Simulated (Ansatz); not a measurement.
# HNO (nitroxyl) at wB97X/def2-TZVPPD

What is the energy change on altering one bond length of HNO (nitroxyl) at wB97X/def2-TZVPPD? 

The results are computed with Ansatz 0.2.0.

60 further runs of the same task are left out: 60 set aside as unsound or not needed.

## Step 1: The structure to begin with

The species is HNO (3 atoms), meant as a singlet with charge 0. As SMILES, `N=O`. The coordinates come from a PBE0-D4/def2-TZVP relaxation.

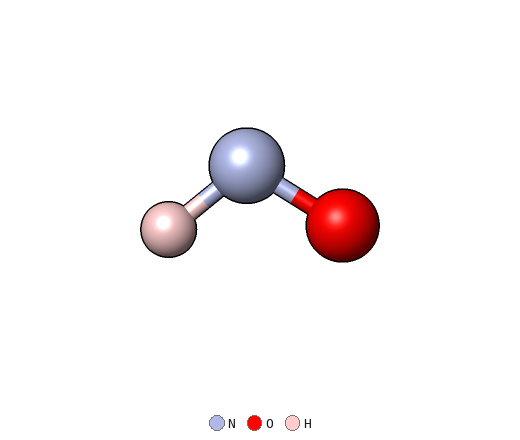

The structure, seen from a chosen angle (nitrogen light blue, oxygen red, hydrogen pink).

## Step 2: The energy at wB97X/def2-TZVPPD

job.yaml

```yaml
basis:
  gaussian:
    orbitals: def2-TZVPPD.json
crystal:
  periodic: [false, false, false]
  atoms:
    - {symbol: N, position_ang: [-0.283700, 0.312790, -0.117160]}
    - {symbol: O, position_ang: [0.755300, 0.397200, 0.456500]}
    - {symbol: H, position_ang: [-0.471600, -0.709980, -0.339350]}
magnetization:
  spin_polarized: false
hamiltonian:
  xc: {name: wB97X}
accuracy: high
output: {orbitals: {seedname: orbitals}}
```

The basis set def2-TZVPPD is read from a file made from the Basis Set Exchange's data (not shown).

The run is started by

```
$ ansatz run job.yaml --threads 1 --pin off --max-ram 3480MiB --events-out events.jsonl --progress --plain --runs-dir runs
```

The log of the run:

```text
Warning: RAYON_NUM_THREADS=1 ignored (pool sized by the plan → 1); use --threads N
Functional definition: wB97X
  name "wB97X"
  parameter omega = 0.3/bohr
  parameter cx = 0.157706
  parameter cx1 = 0.726479
  parameter cx2 = 1.04760
  parameter cx3 = -5.70635
  parameter cx4 = 13.2794
  parameter css1 = -4.33879
  parameter css2 = 18.2308
  parameter css3 = -31.7430
  parameter css4 = 17.2901
  parameter cos1 = 2.37031
  parameter cos2 = -11.3995
  parameter cos3 = 6.58405
  parameter cos4 = -3.78132
  exchange = spin_sum(e_x_unif_sr(omega)*poly(b97_u_x, 1 - cx, cx1, cx2, cx3, cx4)) + cx*exact_x_sr(omega)
      + exact_x_lr(omega)
  correlation = spin_sum(e_c_pw_same_spin*poly(b97_u_same, 1, css1, css2, css3, css4))
      + integral(e_c_pw_opposite_spin*poly(b97_u_opposite, 1, cos1, cos2, cos3, cos4))
1451 factors; integrals over basis functions are off by at most 3.5e-9 eV
244 factors; integrals over basis functions are off by at most 2.3e-9 eV
mean field evaluation 1: about -3549.9046 eV, gradient 2.5e1 eV
mean field evaluation 2: about -3549.8408 eV, gradient 2.8e1 eV
mean field evaluation 4: about -3550.9820 eV, gradient 1.1e0 eV
mean field evaluation 8: about -3550.9853 eV, gradient 1.1e-2 eV
mean field evaluation 16: about -3550.9853 eV, gradient 6.0e-6 eV
mean field -3550.98529348 eV, -130.4963025911 hartree, gradient 4.8e-8 eV, S^2 0.000000; 0 other end points of the search recorded, 0 dependent functions left out
reference -3550.98529018 eV, -130.4963024699 hartree; 8, 8 occupied and 86, 86 virtual orbitals, 1451 factors
Total energy: -3550.98529018 eV, -130.4963024699 hartree
```

Wall time 8.7 s (1 thread of Arm Neoverse V2, shared host); peak memory 0.26 GiB.

## Step 3: The distorted shape, same level

in.yaml

```yaml
crystal:
  periodic: [false, false, false]
  atoms:
    - {symbol: "N", position_ang: [-0.227324, 0.619652, -0.050496]}
    - {symbol: O, position_ang: [0.811676, 0.704062, 0.523164]}
    - {symbol: H, position_ang: [-0.471600, -0.709980, -0.339350]}
basis:
  gaussian: {orbitals: def2-TZVPPD.json}
hamiltonian: {xc: {name: wB97X}}
accuracy: high
output: {orbitals: {seedname: orbitals}}
```

The basis set def2-TZVPPD is read from a file made from the Basis Set Exchange's data (not shown).

The run is started by

```
$ ansatz run in.yaml --threads 1 --pin off --max-ram 3480MiB --events-out events.jsonl --progress --plain --runs-dir runs
```

The log of the run, cut to the lines that bear on the results:

```text
Warning: RAYON_NUM_THREADS=1 ignored (pool sized by the plan → 1); use --threads N
[... 2 set-up lines as earlier in the session ...]
[...]
      + exact_x_lr(omega)
[...]
      + integral(e_c_pw_opposite_spin*poly(b97_u_opposite, 1, cos1, cos2, cos3, cos4))
1447 factors; integrals over basis functions are off by at most 3.5e-9 eV
254 factors; integrals over basis functions are off by at most 1.6e-9 eV
[...]
mean field -3550.15042931 eV, -130.4656218987 hartree, gradient 5.5e-8 eV, S^2 0.000000; 0 other end points of the search recorded, 0 dependent functions left out
reference -3550.15042597 eV, -130.4656217759 hartree; 8, 8 occupied and 86, 86 virtual orbitals, 1447 factors
Total energy: -3550.15042597 eV, -130.4656217759 hartree
```

It took 8.4 s on 1 thread of Arm Neoverse V2, shared host; peak memory 0.26 GiB.

## Step 4: What came out

At wB97X/def2-TZVPPD:

```
                                                         quantity          value
                                        first shape: total energy  -130.49630 Eh
                                         first shape: HOMO energy       -9.64 eV
                                         first shape: LUMO energy       -0.26 eV
                                       first shape: HOMO–LUMO gap        9.37 eV
                                    distorted shape: total energy  -130.46562 Eh
                                     distorted shape: HOMO energy       -9.64 eV
                                     distorted shape: LUMO energy       -0.46 eV
                                   distorted shape: HOMO–LUMO gap        9.18 eV
energy change with the N1–H3 bond stretched from 1.063 to 1.382 Å       0.835 eV
```

**Reading.** With the N1–H3 bond stretched from 1.063 to 1.382 Å the energy rises by 0.83 eV (80.6 kJ/mol). The first shape isn't relaxed at this level, so the change isn't measured from a minimum.
